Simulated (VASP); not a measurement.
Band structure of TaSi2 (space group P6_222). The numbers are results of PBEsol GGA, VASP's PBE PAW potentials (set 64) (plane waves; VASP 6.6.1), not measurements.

Unless said otherwise, spin-orbit coupling is left out, though it shifts the bands of the heavy elements here.

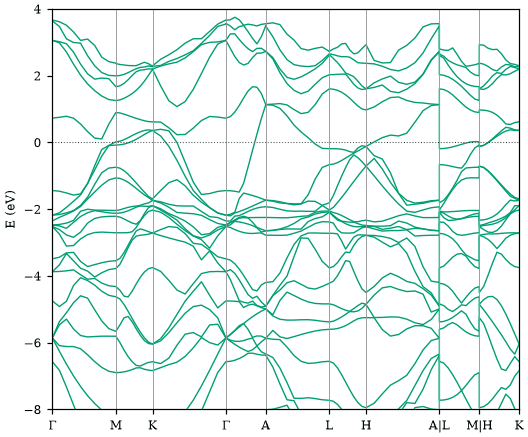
Figure. Bands along high-symmetry lines, zero at the valence-band maximum or, without a gap, the Fermi level

### Question
Read the plot: is there a gap, and where are the band edges?

### Answer
It has no gap at this level: it comes out as a metal or semimetal. (Edges off the drawn lines would not show.)

The structure comes from a measured TaSi2 entry (P6_222) of the Crystallography Open Database, whose conditions weren't checked. It was relaxed first. The electron count is odd and the run is not spin-polarised, which forces a metal.
